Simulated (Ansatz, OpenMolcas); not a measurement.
## InCNClF (SMILES N#[C][In]([F])[Cl]): methods side by side

InCNClF has 5 atoms, charge 0, and is taken as a singlet. SMILES: `N#[C][In]([F])[Cl]`. Geometry: relaxed at PBE0-D4/def2-TZVP.

```jsonl
{"atom": "N", "x (Å)": "-1.3926", "y (Å)": "1.4514", "z (Å)": "1.6488"}
{"atom": "C", "x (Å)": "-0.7819", "y (Å)": "0.7844", "z (Å)": "0.9349"}
{"atom": "In", "x (Å)": "0.3304", "y (Å)": "-0.3896", "z (Å)": "-0.3764"}
{"atom": "F", "x (Å)": "0.4344", "y (Å)": "-2.2809", "z (Å)": "-0.0397"}
{"atom": "Cl", "x (Å)": "1.4597", "y (Å)": "0.3610", "z (Å)": "-2.2091"}
```

Each level gives the energy change with the N1–C2 bond stretched from 1.152 to 1.498 Å (eV). The values are calculated.

```json
{"level": "HF/def2-SVP (core potential) (unrestricted)", "kind": "Hartree–Fock", "program": "OpenMolcas", "value (eV)": "2.73", "less CCSD(T)/def2-SVP": "-0.27", "CPU time (all runs)": "18 s"}
{"level": "SVWN5/def2-SVP (core potential) (restricted)", "kind": "LDA", "program": "OpenMolcas", "value (eV)": "3.31", "less CCSD(T)/def2-SVP": "+0.31", "CPU time (all runs)": "32 s"}
{"level": "r2SCAN/def2-SVP (core potential) (restricted)", "kind": "meta-GGA", "program": "OpenMolcas", "value (eV)": "3.41", "less CCSD(T)/def2-SVP": "+0.41", "CPU time (all runs)": "51 s"}
{"level": "BHLYP/def2-SVP (core potential) (restricted)", "kind": "global hybrid", "program": "Ansatz", "value (eV)": "4.26", "less CCSD(T)/def2-SVP": "+1.26", "CPU time (all runs)": "33 s"}
{"level": "wB97X/def2-SVP (core potential) (restricted)", "kind": "range-separated hybrid", "program": "Ansatz", "value (eV)": "3.92", "less CCSD(T)/def2-SVP": "+0.92", "CPU time (all runs)": "94 s"}
{"level": "B2PLYP/def2-SVP (core potential) (restricted)", "kind": "double hybrid", "program": "OpenMolcas", "value (eV)": "3.02", "less CCSD(T)/def2-SVP": "+0.02", "CPU time (all runs)": "32 s"}
{"level": "BCCD(T)/def2-SVP (core potential) (restricted)", "kind": "coupled cluster or CI", "program": "Ansatz", "value (eV)": "3.00", "less CCSD(T)/def2-SVP": "0.00", "CPU time (all runs)": "2.5 min"}
{"level": "CCSD(T)/def2-SVP (core potential) (restricted)", "kind": "coupled cluster or CI", "program": "Ansatz", "value (eV)": "3.00", "less CCSD(T)/def2-SVP": "0.00", "CPU time (all runs)": "1.9 min"}
```

Differences are taken from CCSD(T)/def2-SVP (core potential) (restricted) for orientation; it has basis-set and higher-order errors of its own. Its T1 diagnostic reaches 0.026, a sign that one reference may not serve. The first shape isn't each level's own minimum. The values span 2.73 to 4.26 eV. Spin contamination of the reference (⟨S²⟩ at least 0.1 too high) touches HF/def2-SVP. In the correlated wave-function rows the outer d shell of In is correlated, in sets not made for it. Times are those of the runs behind each value, whatever else they computed, on shared processors of several kinds: orders of magnitude only.

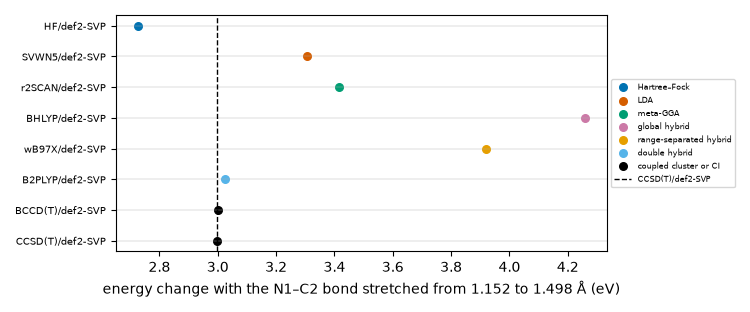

The values of the table, level by level.
